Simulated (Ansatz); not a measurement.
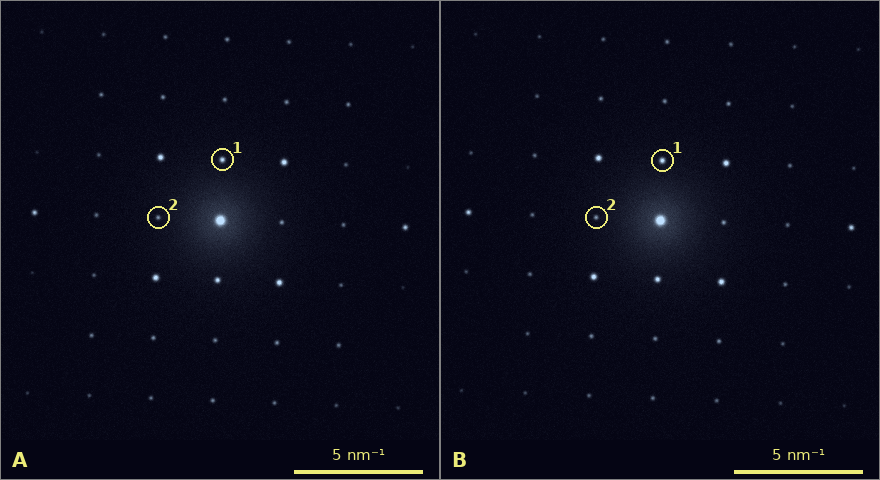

Kinematic electron diffraction patterns (300 kV, B = 0.5 Å², same scale) along [110] of the run's own cell, for the start and the end of one relaxation of Zr2B2O7 with DFT, PAW plane waves, r2scan (Ansatz 0.2.0). k mesh 4×4×4. The start is a generated model structure, and the relaxation ends in the nearest stationary point of its symmetry, not necessarily the ground state. Spot 1 is 0 0 -1 and spot 2 is -1 1 0 in both.

Start structure:

```
CELL_PARAMETERS angstrom
3.04763 3.98259 0.00000
3.04763 -3.98259 0.00000
0.97001 0.00000 -4.27989
ATOMIC_POSITIONS crystal
O 0.39340 0.07820 0.78630
O 0.92180 0.60660 0.21370
O 0.60660 0.92180 0.21370
O 0.07820 0.39340 0.78630
O 0.00000 0.00000 0.50000
O 0.39340 0.39340 0.27920
O 0.60660 0.60660 0.72080
Zr 0.30944 0.69056 0.00000
Zr 0.69056 0.30944 0.00000
B 0.22379 0.22379 0.59156
B 0.77621 0.77621 0.40844
```

Which pattern belongs to the start structure, and which to the relaxed one?

B is the start: its cell gives d(1) = 4.280 Å, d(2) = 3.983 Å and an angle of 90.0°. A is the relaxed structure, with d(1) = 4.223 Å (-1.3 %), d(2) = 4.114 Å (+3.3 %) and 90.0°.

What did the relaxation do to the structure and the energy?

The volume changed by +7.1 % to 10.12 Å³ an atom; with the mean shift removed, the atoms moved by up to 0.14 Å relative to the cell (B most); the space group stayed C2/m (No. 12); the free energy fell by 220 meV an atom. Relaxed cell: a = 5.214 Å, b = 5.214 Å, c = 4.319 Å, α = 82.61°, β = 82.61°, γ = 104.20°.
